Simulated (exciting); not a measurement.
Two BSE runs for the Zr L₃ edge of ZrBrN, space group R-3m. Run A: exciting, all-electron LAPW+lo, LDA, exchange and screened direct term (singlet BSE), 2×2×2 shifted k points, 50 conduction bands, |G+q| up to 3 bohr⁻¹ (2 in the exchange term), full RPA screening with nempty = 82, Lorentzian half width 0.79 eV. Run B has a fault in its input.

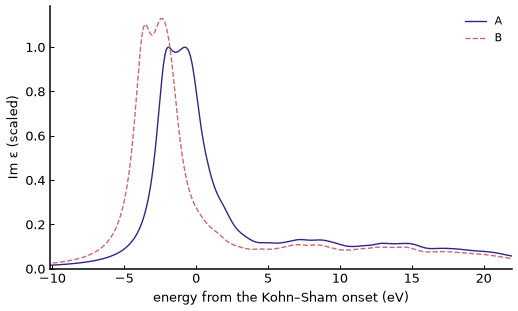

Energy from the Kohn–Sham onset, core level to the lowest empty state found on the meshes used; one zero for both, scaled to A's maximum.

**Question.** What most likely went wrong in run B?

Far too few empty states in the screening (empty states in the screening from 82 to 8). Against run A the r.m.s. difference is 68 %. Moving the earlier curve by -1.6 eV leaves 10 %. The highest maximum lies at -2.4 eV (1.13), against -0.8 eV (1.00). The first bright state moves from -2.21 to -3.70 eV. Too few states underscreen, so the attraction is too strong. Other settings could leave a like mark; this is the change that was made.

[Hosts, paths, dates, database ids (printed as entryN), source tags and the programs' standing remarks are cut or masked in the printed files.]
